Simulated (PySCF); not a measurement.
**BH4−: NMR shifts at several levels of theory**

How much do the NMR shifts of BH4− (`[BH4-]`) depend on the level of theory, and what does each level cost?

Computed with PySCF 2.14.0, with density-fitted response routines of our own, on a single molecule in the gas phase. Atoms count from 0, in the outputs and in this text.

## (1) The molecule as given

5 atoms, charge -1, multiplicity 1; geometry from: GFN2-xTB.

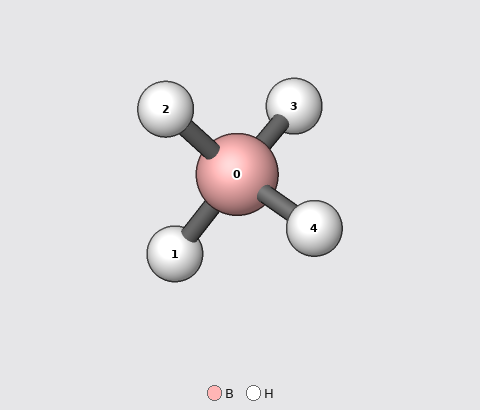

As it starts; boron pink, hydrogen white, atoms numbered; sticks join atoms by distance.

## (2) Geometry optimisation at PBE0-D3(BJ)/def2-SVP

Job settings and geometry (Å):

```
{"job": {"xc": "PBE0", "basis": "def2-SVP", "d3": "d3bj", "grid": 1, "kind": "geom"}, "charge": -1, "multiplicity": 1}
B     -0.000140    -0.000080     0.000150
H     -0.782460    -0.824900    -0.465530
H      0.165890    -0.223420     1.196660
H     -0.459990     1.129700    -0.147010
H      1.077370    -0.080020    -0.585070
```

Log:

```text
step   0  E = -27.17950867  max force = 0.009017
step   1  E = -27.18031518  max force = 0.000845
step   2  E = -27.18032261  max force = 0.000049
optimisation converged
```

Wall time 0.8 s (2 threads of Arm Neoverse V2, shared host).

Relaxation path:

```
step  energy from step 0 (eV)  largest force component (eV/Å)
   0                   0.0000                          0.4637
   1                  -0.0219                          0.0435
   2                  -0.0221                          0.0025
```

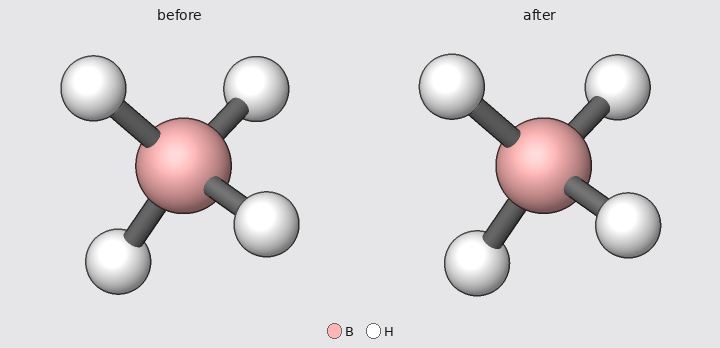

Before and after, at one scale.

Distances of close pairs at the start and the end, largest changes first:

```
 bond  before (Å)  after (Å)  change (Å)
B0–H2       1.228      1.252      +0.024
B0–H1       1.228      1.252      +0.024
B0–H3       1.229      1.252      +0.024
B0–H4       1.229      1.252      +0.023
```

The next job starts from the end point, and lists it.

```
                         at the end point                value
  point group (found at 0.08 Å tolerance)                   Td
rotational constants (GHz, main isotopes)  119.9, 119.9, 119.9
```

## (3) Nuclear shieldings: PBE0/pcSseg-2

Job settings and geometry (Å):

```
{"job": {"kind": "nmr", "xc": "PBE0", "basis": "pcSseg-2", "pop": false}, "charge": -1, "multiplicity": 1}
B      0.000103     0.000204    -0.000119
H     -0.797339    -0.840540    -0.474778
H      0.169376    -0.227243     1.219589
H     -0.469573     1.151484    -0.148976
H      1.098103    -0.082625    -0.596517
```

Method: GIAO PBE0/pcSseg-2 NMR shielding, non-relativistic, gas phase.

Log:

```text
coarse grid: 3568 points
cycle   1  E = -27.1414303211  dE = -2.820e-01  |g| = 4.051e-01  |ddm| = 1.143e+00
cycle   2  E = -27.1420518269  dE = -6.215e-04  |g| = 4.214e-01  |ddm| = 8.721e-01
cycle   3  E = -27.2133000724  dE = -7.125e-02  |g| = 4.089e-03  |ddm| = 4.185e-01
cycle   4  E = -27.2133063271  dE = -6.255e-06  |g| = 5.762e-04  |ddm| = 8.608e-03
final grid: 32696 points
cycle   5  E = -27.2174932058  dE = -1.611e-05  |g| = 1.673e-03  |ddm| = 1.420e-02
cycle   6  E = -27.2174932113  dE = -5.491e-09  |g| = 1.551e-03  |ddm| = 2.576e-03
cycle   7  E = -27.2174940507  dE = -8.394e-07  |g| = 9.323e-05  |ddm| = 1.371e-03
cycle   8  E = -27.2174940541  dE = -3.430e-09  |g| = 8.265e-06  |ddm| = 1.146e-04
cycle   9  E = -27.2174940541  dE = -2.884e-11  |g| = 1.309e-06  |ddm| = 1.015e-05
converged SCF energy = -27.2174940541

GIAO shielding tensors (ppm)
atom      isotropic    diamagn.    paramagn.     s11        s22        s33       span
  0 B      152.299     185.088     -32.789    152.291    152.300    152.307      0.016
  1 H       31.528      29.617       1.911     30.292     30.292     34.000      3.709
  2 H       31.528      29.617       1.911     30.292     30.292     34.000      3.709
  3 H       31.527      29.617       1.911     30.291     30.292     34.000      3.709
  4 H       31.528      29.617       1.911     30.291     30.292     34.000      3.709
```

Run time: 0.9 s. Hardware: 2 threads of Arm Neoverse V2, shared host.

The references, computed at this level on geometries of the same kind, shield at (ppm): 1H TMS 31.25, 11B BF3·OEt2 99.1. Their shielding less the atom's gives the shift. The references are single molecules in the gas phase. Atoms listed in one row are averaged.

```
         atoms          environment  σ (ppm)  δ (ppm)
H1, H2, H3, H4  hydrogen on a boron    31.53    -0.28
            B0  boron bonded to 4 H    152.3    -53.2
```

## (4) Nuclear shieldings: PBE/pcSseg-2

Job settings and geometry (Å):

```
{"job": {"kind": "nmr", "xc": "PBE", "basis": "pcSseg-2", "pop": false}, "charge": -1, "multiplicity": 1}
B      0.000103     0.000204    -0.000119
H     -0.797339    -0.840540    -0.474778
H      0.169376    -0.227243     1.219589
H     -0.469573     1.151484    -0.148976
H      1.098103    -0.082625    -0.596517
```

Level: GIAO PBE/pcSseg-2 NMR shielding, non-relativistic, gas phase.

Log:

```text
coarse grid: 3568 points
cycle   1  E = -27.0894869768  dE = -2.298e-01  |g| = 5.140e-01  |ddm| = 1.175e+00
cycle   2  E = -26.9382302601  dE =  1.513e-01  |g| = 7.651e-01  |ddm| = 1.378e+00
cycle   3  E = -27.2009460490  dE = -2.627e-01  |g| = 2.293e-02  |ddm| = 9.358e-01
cycle   4  E = -27.2012096351  dE = -2.636e-04  |g| = 2.660e-03  |ddm| = 4.004e-02
cycle   5  E = -27.2012125789  dE = -2.944e-06  |g| = 4.679e-04  |ddm| = 3.782e-03
final grid: 32696 points
cycle   6  E = -27.2070497514  dE = -2.226e-05  |g| = 2.982e-03  |ddm| = 1.933e-02
cycle   7  E = -27.2070463404  dE =  3.411e-06  |g| = 4.171e-03  |ddm| = 5.906e-03
cycle   8  E = -27.2070525711  dE = -6.231e-06  |g| = 2.125e-04  |ddm| = 3.815e-03
cycle   9  E = -27.2070525916  dE = -2.056e-08  |g| = 2.066e-05  |ddm| = 2.653e-04
cycle  10  E = -27.2070525919  dE = -2.148e-10  |g| = 4.188e-06  |ddm| = 2.959e-05
converged SCF energy = -27.2070525919

GIAO shielding tensors (ppm)
atom      isotropic    diamagn.    paramagn.     s11        s22        s33       span
  0 B      150.815     186.067     -35.252    150.807    150.816    150.823      0.016
  1 H       31.518      29.680       1.838     30.361     30.362     33.831      3.470
  2 H       31.518      29.680       1.838     30.361     30.362     33.832      3.470
  3 H       31.518      29.680       1.838     30.361     30.361     33.831      3.470
  4 H       31.518      29.680       1.838     30.361     30.362     33.831      3.470
```

It took 1 s on 2 threads of Arm Neoverse V2, shared host.

Key values: δ B0 -58.1, H1 -0.34 ppm (means over like atoms).

## (5) NMR shieldings: wB97X-D/pcSseg-2

Job settings and geometry (Å):

```
{"job": {"kind": "nmr", "xc": "wB97X-D", "basis": "pcSseg-2", "pop": false}, "charge": -1, "multiplicity": 1}
B      0.000103     0.000204    -0.000119
H     -0.797339    -0.840540    -0.474778
H      0.169376    -0.227243     1.219589
H     -0.469573     1.151484    -0.148976
H      1.098103    -0.082625    -0.596517
```

Level: GIAO wB97X-D/pcSseg-2 NMR shielding, non-relativistic, gas phase.

Log:

```text
coarse grid: 3568 points
cycle   1  E = -27.2120836048  dE = -3.165e-01  |g| = 3.048e-01  |ddm| = 1.116e+00
cycle   2  E = -27.2449404708  dE = -3.286e-02  |g| = 1.840e-01  |ddm| = 5.114e-01
cycle   3  E = -27.2559679808  dE = -1.103e-02  |g| = 1.352e-02  |ddm| = 1.359e-01
cycle   4  E = -27.2560967391  dE = -1.288e-04  |g| = 3.239e-03  |ddm| = 4.601e-02
cycle   5  E = -27.2561022737  dE = -5.535e-06  |g| = 2.584e-04  |ddm| = 1.277e-02
final grid: 32696 points
cycle   6  E = -27.2597601179  dE = -2.007e-05  |g| = 2.126e-03  |ddm| = 1.579e-02
cycle   7  E = -27.2597609953  dE = -8.774e-07  |g| = 1.108e-03  |ddm| = 3.481e-03
cycle   8  E = -27.2597614110  dE = -4.157e-07  |g| = 1.309e-04  |ddm| = 9.582e-04
cycle   9  E = -27.2597614177  dE = -6.683e-09  |g| = 1.092e-05  |ddm| = 3.635e-04
cycle  10  E = -27.2597614178  dE = -1.164e-10  |g| = 2.484e-06  |ddm| = 6.287e-05
converged SCF energy = -27.2597614178

GIAO shielding tensors (ppm)
atom      isotropic    diamagn.    paramagn.     s11        s22        s33       span
  0 B      152.495     183.777     -31.282    152.489    152.492    152.504      0.015
  1 H       31.557      29.510       2.046     30.295     30.296     34.079      3.784
  2 H       31.557      29.511       2.046     30.296     30.296     34.080      3.784
  3 H       31.556      29.510       2.046     30.295     30.296     34.079      3.784
  4 H       31.557      29.511       2.046     30.295     30.296     34.079      3.784
```

It took 1 s on 2 threads of Arm Neoverse V2, shared host.

Key values: δ B0 -52.5, H1 -0.20 ppm (means over like atoms).

## (6) NMR shieldings: KT2/pcSseg-2

Job settings and geometry (Å):

```
{"job": {"kind": "nmr", "xc": "KT2", "basis": "pcSseg-2", "pop": false}, "charge": -1, "multiplicity": 1}
B      0.000103     0.000204    -0.000119
H     -0.797339    -0.840540    -0.474778
H      0.169376    -0.227243     1.219589
H     -0.469573     1.151484    -0.148976
H      1.098103    -0.082625    -0.596517
```

With the program's defaults for keys left out, this is: GIAO KT2/pcSseg-2 NMR shielding, non-relativistic, gas phase.

Log:

```text
coarse grid: 3568 points
cycle   1  E = -27.6423218304  dE = -2.304e-01  |g| = 4.809e-01  |ddm| = 1.164e+00
cycle   2  E = -27.5350796186  dE =  1.072e-01  |g| = 6.912e-01  |ddm| = 1.256e+00
cycle   3  E = -27.7439487318  dE = -2.089e-01  |g| = 1.698e-02  |ddm| = 8.070e-01
cycle   4  E = -27.7441325178  dE = -1.838e-04  |g| = 2.393e-03  |ddm| = 4.124e-02
cycle   5  E = -27.7441348731  dE = -2.355e-06  |g| = 4.089e-04  |ddm| = 2.456e-03
final grid: 32696 points
cycle   6  E = -27.7505693442  dE = -2.601e-05  |g| = 5.401e-03  |ddm| = 5.471e-02
cycle   7  E = -27.7505568221  dE =  1.252e-05  |g| = 7.904e-03  |ddm| = 1.191e-02
cycle   8  E = -27.7505802896  dE = -2.347e-05  |g| = 2.156e-05  |ddm| = 7.226e-03
cycle   9  E = -27.7505802897  dE = -8.755e-11  |g| = 1.278e-05  |ddm| = 4.755e-05
converged SCF energy = -27.7505802897

GIAO shielding tensors (ppm)
atom      isotropic    diamagn.    paramagn.     s11        s22        s33       span
  0 B      153.703     187.053     -33.349    153.695    153.704    153.711      0.016
  1 H       31.552      29.703       1.849     30.323     30.323     34.011      3.689
  2 H       31.552      29.703       1.849     30.322     30.323     34.011      3.689
  3 H       31.552      29.703       1.849     30.322     30.323     34.011      3.689
  4 H       31.552      29.703       1.849     30.322     30.323     34.011      3.689
```

It took 1 s on 2 threads of Arm Neoverse V2, shared host.

In short: δ B0 -55.4, H1 -0.38 ppm (means over like atoms).

## (7) Shielding tensors: HF/pcSseg-2

Job settings and geometry (Å):

```
{"job": {"kind": "nmr", "xc": "HF", "basis": "pcSseg-2", "pop": false}, "charge": -1, "multiplicity": 1}
B      0.000103     0.000204    -0.000119
H     -0.797339    -0.840540    -0.474778
H      0.169376    -0.227243     1.219589
H     -0.469573     1.151484    -0.148976
H      1.098103    -0.082625    -0.596517
```

Method: GIAO HF/pcSseg-2 NMR shielding, non-relativistic, gas phase.

Log:

```text
final grid: 32696 points
cycle   1  E = -26.9612594672  dE = -3.431e-01  |g| = 2.331e-01  |ddm| = 1.094e+00
cycle   2  E = -26.9846690345  dE = -2.341e-02  |g| = 7.353e-02  |ddm| = 4.087e-01
cycle   3  E = -26.9864485402  dE = -1.780e-03  |g| = 1.554e-02  |ddm| = 6.990e-02
cycle   4  E = -26.9865753328  dE = -1.268e-04  |g| = 1.234e-03  |ddm| = 3.910e-02
cycle   5  E = -26.9865764742  dE = -1.141e-06  |g| = 1.625e-04  |ddm| = 5.265e-03
cycle   6  E = -26.9865764962  dE = -2.202e-08  |g| = 1.881e-05  |ddm| = 5.037e-04
cycle   7  E = -26.9865764966  dE = -3.654e-10  |g| = 3.387e-06  |ddm| = 7.863e-05
converged SCF energy = -26.9865764966

GIAO shielding tensors (ppm)
atom      isotropic    diamagn.    paramagn.     s11        s22        s33       span
  0 B      154.658     179.884     -25.226    154.650    154.658    154.665      0.015
  1 H       31.719      29.544       2.175     30.386     30.387     34.382      3.996
  2 H       31.719      29.544       2.175     30.386     30.387     34.382      3.996
  3 H       31.718      29.543       2.175     30.386     30.387     34.381      3.995
  4 H       31.718      29.543       2.175     30.386     30.387     34.382      3.995
```

It took 0.3 s on 2 threads of Arm Neoverse V2, shared host.

Key values: δ B0 -40.1, H1 -0.04 ppm (means over like atoms).

## (8) Side by side: NMR shifts

Shifts (ppm), means over like atoms, with basis size and wall time:

```
             run     H1     B0  functions   time
   PBE0/pcSseg-2  -0.28  -53.2         92  0.9 s
    PBE/pcSseg-2  -0.34  -58.1         92    1 s
wB97X-D/pcSseg-2  -0.20  -52.5         92    1 s
    KT2/pcSseg-2  -0.38  -55.4         92    1 s
     HF/pcSseg-2  -0.04  -40.1         92  0.3 s
```

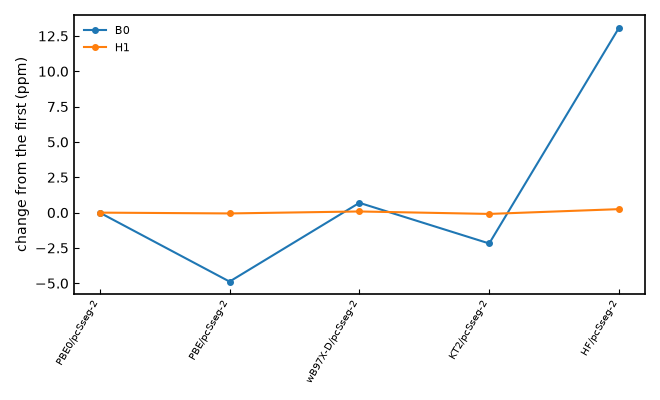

How the tabulated atoms move from run to run.

## (9) Summary of results

```
                                                              quantity                       value
                                                           point group                          Td
                                  rotational constants (main isotopes)  119.93, 119.92, 119.91 GHz
1H shifts against TMS (PBE0/pcSseg-2, means over atoms taken as alike)                   -0.28 ppm
                           11B shifts against BF3·OEt2 (PBE0/pcSseg-2)                   -53.2 ppm
                                              range of the shift of B0          -58.1 to -40.1 ppm
```

What this shows: Single values in the summary come from the first run of each kind that ended normally (PBE0/pcSseg-2), which need not be the best level. Relaxing lowered the energy by 0.022 eV in 2 steps; the close pair that moved most is B0–H2, from 1.228 to 1.252 Å. Across the 5 runs the shift of B0 moves most, between -58.1 (PBE/pcSseg-2) and -40.1 ppm (HF/pcSseg-2). Most of that comes from the computed reference, not from the atom's own shielding.
